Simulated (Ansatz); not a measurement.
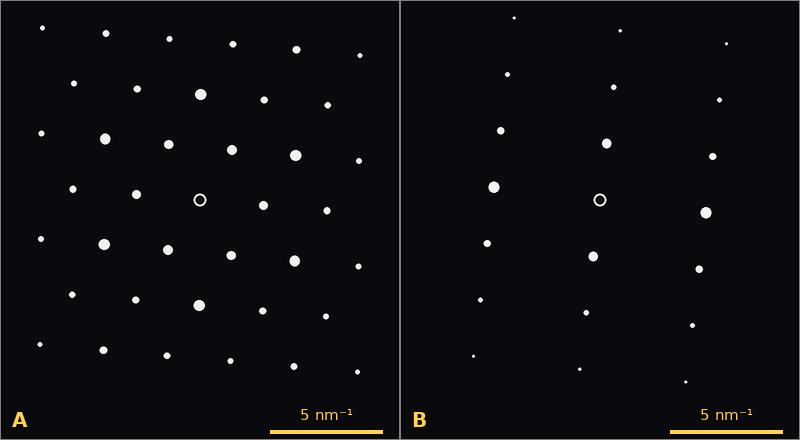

Kinematic electron diffraction patterns (300 kV, B = 0.5 Å², same scale, each along a low-index zone) of two structures of composition Li2P, each relaxed at zero pressure with DFT PBE, scalar-relativistic, plane waves, PAW (Ansatz).

The structures (standard cells):
1. C2/m (No. 12), a = 4.842 Å, b = 7.470 Å, c = 4.831 Å, β = 109.19°, 12 atoms; generated start, possibly hypothetical
2. I4/mmm (No. 139), a = 4.162 Å, c = 11.477 Å, 12 atoms; generated start, possibly hypothetical

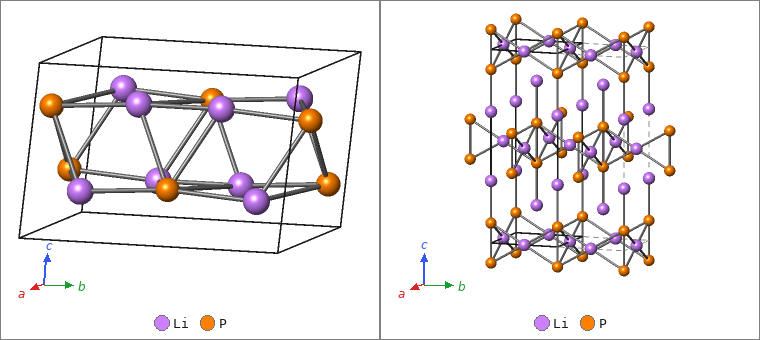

Drawings of the structures 1 to 2, from left to right (each may span several cells).

Q: Which pattern belongs to which structure, and along which zone?

A: A is structure 1 along [101]: centred rectangular net of 0 2 0 at d = 3.74 Å and 1 1 -1 at d = 3.49 Å, 62.2° apart. B is structure 2 along [101] or an equivalent direction: rectangular net of 1 0 -1 at d = 3.91 Å and 0 2 0 at d = 2.08 Å, 90.0° apart.

Q: Rank the structures by their computed energy.

A: Structure 1 (C2/m, 13.75 Å³ an atom) is the lowest of these; structure 2 (I4/mmm, 16.56 Å³ an atom) lies about 170 meV an atom higher. These are static energies at 0 K; other structures, not shown, may lie lower still.
